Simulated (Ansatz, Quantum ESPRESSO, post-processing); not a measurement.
# vacuum gap of 3.5 Å between two Pt(111) faces: ballistic transmission, part 4 of 4

Wanted: the transmission near the Fermi level and the conductance of this junction: vacuum gap of 3.5 Å between two Pt(111) faces.

Quantum ESPRESSO 7.5; plane-wave DFT, LDA, GBRV ultrasoft pseudopotentials; cross-check by Ansatz 0.2.0 with PAW datasets.

So far. Step 3 (The open system): The run is unpolarised; a magnetic state was not tried, may lie lower and would change T. Step 3 (The open system): At no point does T exceed the number of channels.

### 6. The same in Ansatz

A second code with its own PAW datasets, on the same atoms.

Level of this step: plane-wave DFT, LDA, Ansatz PAW (Ansatz 0.2.0).

input.yaml reads:

```yaml
crystal:
  lattice:
    - [2.8072139213, 0.0, 0.0]
    - [1.4036069607, 2.4311185697, 0.0]
    - [0.0, 0.0, 42.4653696676]
  atoms:
    - { symbol: Pt, position: [0.0, 0.0, 0.0] }
    - { symbol: Pt, position: [0.333333333, 0.333333333, 0.0539752883] }
    - { symbol: Pt, position: [0.666666667, 0.666666667, 0.1079505765] }
    - { symbol: Pt, position: [0.0, 0.0, 0.1619258648] }
    - { symbol: Pt, position: [0.333333333, 0.333333333, 0.215901153] }
    - { symbol: Pt, position: [0.666666667, 0.666666667, 0.2698764413] }
    - { symbol: Pt, position: [0.0, 0.0, 0.3238517295] }
    - { symbol: Pt, position: [0.333333333, 0.333333333, 0.3778270178] }
    - { symbol: Pt, position: [0.666666667, 0.666666667, 0.431802306] }
    - { symbol: Pt, position: [0.0, 0.0, 0.5142224057] }
    - { symbol: Pt, position: [0.333333333, 0.333333333, 0.568197694] }
    - { symbol: Pt, position: [0.666666667, 0.666666667, 0.6221729822] }
    - { symbol: Pt, position: [0.0, 0.0, 0.6761482705] }
    - { symbol: Pt, position: [0.333333333, 0.333333333, 0.7301235587] }
    - { symbol: Pt, position: [0.666666667, 0.666666667, 0.784098847] }
    - { symbol: Pt, position: [0.0, 0.0, 0.8380741352] }
    - { symbol: Pt, position: [0.333333333, 0.333333333, 0.8920494235] }
    - { symbol: Pt, position: [0.666666667, 0.666666667, 0.9460247117] }
kpoints:
  mp_grid: { grid: [10, 10, 1] }
hamiltonian:
  xc: lda
scf:
  occupations: { method: fermi_dirac, width: 0.1 }
  convergence: { dr2_threshold: 1.0e-08 }
output:
  transmission: { leads: [[0, 3]], e_range: [-0.4, 0.4], de: 0.4, kmesh: [12, 12] }
  write_potential: true
  write_density: true
  volumetric_format: npy
```

Run with:

```bash
ansatz run input.yaml --threads 4 --pin off --max-ram 8192MiB --backend cpu --events-out ev --progress --plain --runs-dir out
```

Numbers of over 12 decimals in the logs are rounded to 6 here.

Output:

```text
Engine: ansatz 0.2.0, aarch64-unknown-linux-gnu
Pseudopotentials: kind: paw
Pseudopotential: Pt, paw, valence charge 18, recommended cutoff 420 eV (normal), Pt.paw.azcp
Functional definition: SPW92
  exchange = slater_x
  correlation = pw_c
Crystal: 18 atoms, lattice volume = 289.812 Å³
Basis set: ecut = 420 eV, 5709 PW (Γ)
Bands: 195, of which v1, the nominal top of the filled ones, is band 162 counted from 1 (161 counted from 0)
Symmetry: 12 space group operations
Space group: P-3m1 (ITA 164), of the structure as read, at distance tolerance 6.6e-5 Å
k-points: 14 of 100
Non-local potential: Pt, projectors of the file, l = 0: 3, l = 1: 2, l = 2: 2, l = 3: 1
PAW form: soft (Blöchl's): semilocal exchange-correlation on the pseudo side does not see the compensation charge
PAW frozen core: Pt, regenerated for the run's functional, and the local potential with it (the file was generated under x = pbe(κ = 0.804, μ = 0.219515), c = pbe(β = 0.066725))
PAW one-centre angular grid: Pt, 590 points (default); XC on 64 Gauss nodes
Initial density: superposition of atomic densities (neutral atoms: chi_scale 0, normalization atom), corrected by the library's trained network
Initial wavefunctions: pseudopotential atomic-orbital guess
Functional: x = slater, c = lda
SCF iter   1: F=—  HF=-220408.069991 eV  |F-HF|=—  |Δ(HF+E_count)|=         —  Δρ=1.33e-2  dr2=3.57e1  ethr=1.77e-3  ⟨swp⟩=5.1  Hψ=8990  notcnv=0  defer=146
preconditioner: auto → Kerker (q_TF=auto, 2.779 Å⁻¹)  [metal: Δε(μ)=0.005 eV  Ē_g=8.420 eV  σ=0.100 eV  W_gap=0.01  n_scr=114 (ndim 8)  ℏωp=29.3 eV  f_vac=0.006  D(μ)=33.14/eV (n_scr^D=432)]
SCF iter   2: F=—  HF=-220408.022648 eV  |F-HF|=—  |Δ(HF+E_count)|=   4.73e-2  Δρ=6.38e-3  dr2=1.11e1  ethr=1.77e-3  ⟨swp⟩=1.1  Hψ=3162  notcnv=0  defer=133
SCF iter   3: F=—  HF=-220408.000888 eV  |F-HF|=—  |Δ(HF+E_count)|=   2.18e-2  Δρ=9.43e-4  dr2=5.01e-1  ethr=1.77e-3  ⟨swp⟩=1.0  Hψ=2533  notcnv=0  defer=133
SCF iter   4: F=—  HF=-220407.998389 eV  |F-HF|=—  |Δ(HF+E_count)|=   2.50e-3  Δρ=3.55e-4  dr2=5.80e-2  ethr=1.55e-4  ⟨swp⟩=1.0  Hψ=2533  notcnv=0  defer=137
SCF iter   5: F=—  HF=-220407.998097 eV  |F-HF|=—  |Δ(HF+E_count)|=   2.92e-4  Δρ=1.48e-4  dr2=6.44e-4  ethr=1.79e-5  ⟨swp⟩=1.0  Hψ=2533  notcnv=0  defer=137
SCF iter   6: F=—  HF=-220407.998095 eV  |F-HF|=—  |Δ(HF+E_count)|=   2.19e-6  Δρ=5.31e-5  dr2=1.51e-4  ethr=1.99e-7  ⟨swp⟩=1.9  Hψ=2725  notcnv=0  defer=137
SCF iter   7: F=—  HF=-220407.998058 eV  |F-HF|=—  |Δ(HF+E_count)|=   3.75e-5  Δρ=1.80e-5  dr2=9.16e-6  ethr=4.67e-8  ⟨swp⟩=1.9  Hψ=2962  notcnv=0  defer=137
SCF iter   8: F=—  HF=-220407.998853 eV  |F-HF|=—  |Δ(HF+E_count)|=   7.95e-4  Δρ=6.80e-6  dr2=9.52e-7  ethr=2.83e-9  ⟨swp⟩=2.0  Hψ=3164  notcnv=0  defer=137
SCF iter   9: F=—  HF=-220407.998853 eV  |F-HF|=—  |Δ(HF+E_count)|=   5.95e-8  Δρ=2.09e-6  dr2=2.26e-7  ethr=2.94e-10  ⟨swp⟩=2.0  Hψ=3152  notcnv=0  defer=137
SCF iter  10: F=—  HF=-220407.998853 eV  |F-HF|=—  |Δ(HF+E_count)|=   2.27e-9  Δρ=6.65e-7  dr2=5.82e-8  ethr=6.97e-11  ⟨swp⟩=1.1  Hψ=2534  notcnv=0  defer=137
SCF iter  11: F=-220407.998853 eV  HF=-220407.998853 eV  |F-HF|=3.23e-9  |Δ(HF+E_count)|=  3.20e-10  Δρ=1.93e-7  dr2=3.28e-9  ethr=3.09e-12  ⟨swp⟩=8.6  Hψ=8259  notcnv=0
SCF 1 converged in 11 iterations: F = -220407.998853 eV  dr2 = 3.28e-9
  greatest PAW one-centre occupation: 1.000 electrons in one spin orbital (limit 2), on the Pt atom at site 11 (counted from 0), in its partial waves of l = 0
transmission: 144 of 1425 steps passed
transmission: 285 of 1425 steps passed
[...]
transmission: 1425 of 1425 steps passed
SCF converged after 11 iterations
Free energy (F): -220407.998853 eV
Harris-Foulkes:  -220407.998853 eV  (|F-HF|=3.23e-9)
Internal energy: -220406.925825 eV  (E = F + TS)
E sigma→0 (E₀):  -220407.462339 eV
Entropy (-TS):   -1.073028 eV (-59.613 meV/atom)
Fermi energy:    21.116909 eV
--- Per-component energies (eV) ---
  E_band       = -2989.786021
  E_kinetic    = 11461.393263
  E_local      = -35874.085666  (includes V_loc(G=0)·N_el)
  E_nonlocal   = 3725.259620
  E_hartree    = 14216.898882
  E_xc         = -4674.798622
  E_vxc        = -5433.412178  (∫ρ·V_xc dr)
  E_paw        = -165194.829249  (= ΣΔE_a)
  E_vpaw       = -5302.748863  (= ΣTr[D̂ρ^β])
  E_aug_tail   = 0.003225  (compensation charges beyond the density's cutoff)
  E_ewald      = -44075.116929
  E_core_change = 8.349650  (= ΣΔE_core)
  E_smearing   = -1.073028  (= −TS)
  E_closure    = 0.000000  (closes the sum)
  Σ components = -220407.998853   (vs F -220407.998853, Δ=0.00e0)
--- Band table (eV; the first three rows and the last of 14) ---
  k-point 0: bands = [... 158 lower, 19.7901, 19.9492, 19.9492, 20.1248, 20.1291, 20.1291, 20.2335, 20.3362, ... 29 higher]
  k-point 1: bands = [... 158 lower, 19.7755, 19.8635, 19.8675, 19.9959, 19.9994, 20.1667, 20.2726, 20.3639, ... 29 higher]
  k-point 2: bands = [... 158 lower, 19.9033, 19.9988, 20.0966, 20.2302, 20.2417, 20.2884, 20.4132, 20.5950, ... 29 higher]
  k-point 13: bands = [... 158 lower, 20.9906, 21.0953, 21.1634, 21.2325, 24.2859, 24.3578, 24.4658, 24.6598, ... 29 higher]
--- Transmission ---
  basis      : 61 plane waves across, 75 finite elements along
  points     : 19, standing for a mesh of 12 x 12
  energies   : 3 from -0.400000 to 0.400000 eV about the Fermi level, 0.400000 eV apart; the leads are filled to 0.000000 eV, and channels, transmission and decay are at 0.000000 eV
  crystal 0  : Pt3, at the sites [0, 3], period 6.8762 Å, over 41.26 Å; its Hamiltonian steps by up to 4.7 meV
    offset         : up to 0.0000 Å between an atom of the period and one for which it stands
    channels       : 1.888889e0 a spin
    conductance    : none, the energies end too early or step too widely for 300 K: set another output.transmission.e_range or a lower de, or, where they end at an eighth of basis.ecutwfc, a higher one
    slowest decay  : 0.1760 /Å at (-0.3333, 0.3333)
  junction   : crystal 0 to crystal 0, -0.45 to 35.14 Å
    transmission   : 5.555851e-1 a spin
    conductance    : none, the energies end too early or step too widely for 300 K: set another output.transmission.e_range or a lower de, or, where they end at an eighth of basis.ecutwfc, a higher one
```

It took 20 s on 4 threads of Arm Neoverse V2, shared host; peak memory 1.5 GiB.

This step gave:

```
free energy                                  : -220407.9989 eV
energy at zero smearing                      : -220407.4623 eV
smearing term TS                             : 1.073 eV
Fermi energy                                 : 21.12 eV
symmetry operations                          : 12
transmission at the Fermi level, one spin    : 0.5556
step of the lead's Hamiltonian over a period : 4.7 meV
```

Per spin; mean over the k mesh across the current. The transmission, zone mean by energy, zero at the Fermi level:

| energy (eV) | transmission, zone mean |
| --- | --- |
| -0.400 | 0.649 |
| 0.000 | 0.556 |
| 0.400 | 0.358 |

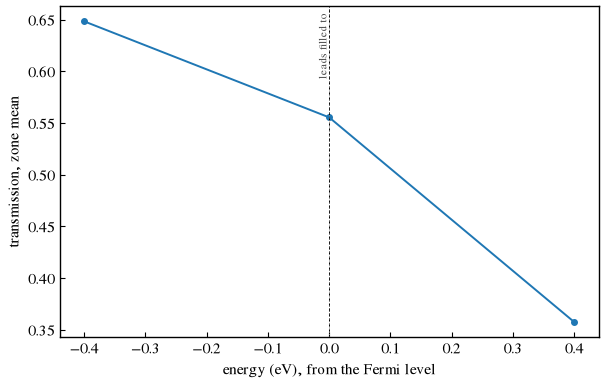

Transmission, zone mean against energy.

Per spin; mean over the k mesh across the current. Open channels, zone mean against energy, zero at the Fermi level:

| energy (eV) | open channels, zone mean |
| --- | --- |
| -0.400 | 1.75 |
| 0.000 | 1.89 |
| 0.400 | 1.02 |

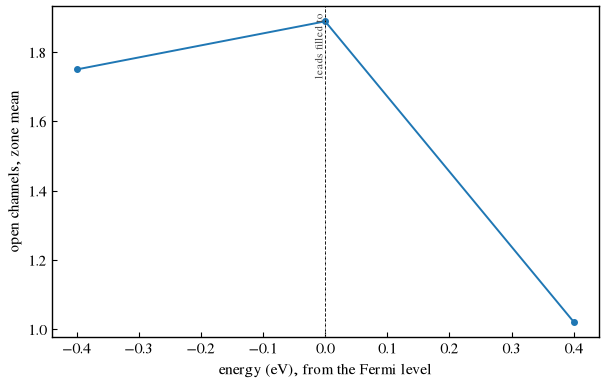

Open channels, zone mean, plotted against energy.

Ansatz finds T = 0.556 against pwcond's 0.563.

### 7. All levels side by side

All levels:

| step | T at the Fermi level (per spin) | conductance (G0) | r.m.s. T(E) from the first | CPU time of the step (s) | peak memory (GiB) |
| --- | --- | --- | --- | --- | --- |
| Ansatz | 0.5556 | - | 0 | 71.05 | 1.451 |
| pwcond | 0.5629 | 0.5629 | 0.005812 | 428.9 | 0.3 |
| pwcond, changed setting | 0.5823 | 0.5823 | 0.02926 | 237.5 | 0.27 |

Per spin; mean over the k mesh across the current. Transmission, zone mean against energy, zero at the Fermi level:

| energy (eV) | Ansatz | pwcond | pwcond, changed setting |
| --- | --- | --- | --- |
| -0.400 | 0.649 | 0.655 | 0.607 |
| 0.000 | 0.556 | 0.563 | 0.582 |
| 0.400 | 0.358 | 0.358 | 0.370 |

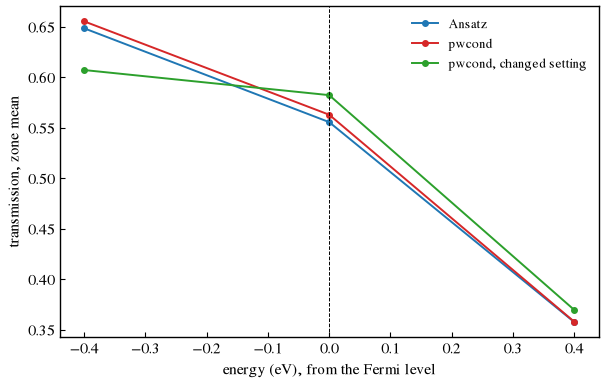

Transmission, zone mean, plotted against energy.

### 8. By hand

The Landauer sum over the mesh, Σ w T = 0.0833 × 0.764 + 0.0833 × 0.714 + 0.0833 × 0.664 + … = 0.5629.

G = 0.563 × 77.48 µS = 43.6 µS a cell. Times the area of 6.825 Å², the resistance-area product is A/G = 1.56 fΩ m², the leads' contact resistance included.

### 9. What came out

```yaml
conductance_from_t_at_the_fermi_level_a_cell: 0.563 G₀
conductance_per_area: 639 S/μm²
lead_channels_per_spin: 1.89
the_same_conductance_by_ansatz: 0.556 G₀
```

The junction conducts 0.563 G₀ a cell at the Fermi level (LDA, GBRV ultrasoft). At the Fermi level the junction passes 30 % of what the leads offer. At the Fermi level pwcond and Ansatz differ by 1.3 %, a close match. The mean rests on 19 distinct points, the heaviest weighing 0.08, and the mesh was not tested, so even the second digit is unsure. Over -0.4 to 0.4 eV, T lies between 0.36 and 0.66 per spin. The geometry is as built, not relaxed, and the leads are short. Semilocal functionals lack the image potential in a vacuum gap. Spin-orbit coupling is left out; depending on the atoms that carry the levels of interest, it can split and shift them by tenths of an eV to an eV or more.

[Logs are printed without paths, hosts, clocks, repeated set-up lines and the standing remarks that a program may print on its own settings, such as how far it seeks lower states.]

[Hosts, paths, dates, database ids (printed as entryN), source tags and the programs' standing remarks are cut or masked in the printed files.]

[Maps of the electrostatic potential energy from Ansatz leave out the sawtooth potential of an applied field or a dipole correction, so their vacuum need not be flat; planar profiles and work functions include it.]
